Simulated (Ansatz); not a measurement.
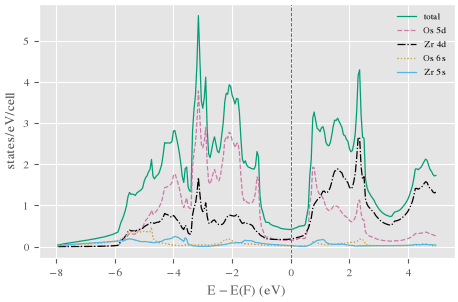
Figure. Total and projected density of states of ZrOs (CsCl type, Pm-3m), plane-wave PAW PBEsol (Ansatz code)

### Question
Which orbitals carry the states next to the Fermi level?

### Answer
Within 0.5 eV of the Fermi level: Zr 4d 44 %, Os 5d 37 %, outside the projected shells 10 %. Projections are on Löwdin-orthogonalised atomic valence shells; empty p or d shells of many metals are not among them.

### Question
Where is the tallest occupied peak in this window, and what makes it?

### Answer
Near -3.1 eV, about 5.6 states/eV per cell; the largest projected share is Os 5d.

The workflow started from a Materials Project entry (that database holds measured and hypothetical structures alike); the Crystallography Open Database files this formula in space group No. 221, but the cells were not matched. Its standing as an ambient phase is unchecked. Symmetry was held in the PBEsol relaxation; of distortions, only those at the zone centre were tested. The run is not spin-polarised. Spin–orbit coupling is left out wherever it is not named.

Potentials: the later of the program's two PAW sets.
